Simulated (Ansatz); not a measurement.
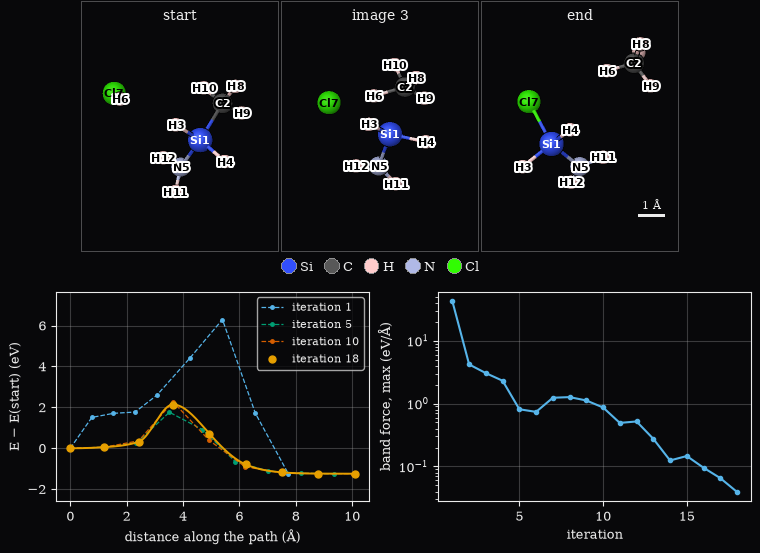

NEB run on CH₈ClNSi, made up at the start of CH7NSi and HCl. Images are numbered from 0 (start) to 8 (end). The plot follows the band through its iterations. The picture is a ball-and-stick view, seen face on.

These are results of RHF/def2-SVP in Ansatz, not measurements. Settings: 7 movable images; climbing image; force threshold 0.05 eV/Å; iteration limit 60; starting path through a guess of the saddle point.

> Judge this run.

The result is final at these settings. The band converged in 18 iterations. The largest component of the band force went from 42 to 0.039 eV/Å. The climbing image converged on the top of the path. Its vibrational analysis gives one imaginary mode (900i cm⁻¹), as a transition state must have. The first iteration put the highest image at 6.30 eV. The highest point, image 3, lies 2.14 eV above the start and 3.39 eV above the end; the end is at −1.24 eV relative to the start.

Limits of the set-up: the start holds two separate molecules, 2.7 Å apart at their closest, whose relative position is a soft coordinate and is computed without a dispersion correction; Hartree-Fock leaves out electron correlation.

The run took 2.3 min on 2 threads of AMD EPYC 7B13 (Zen 3) (shared host), peak memory 0.23 GiB.
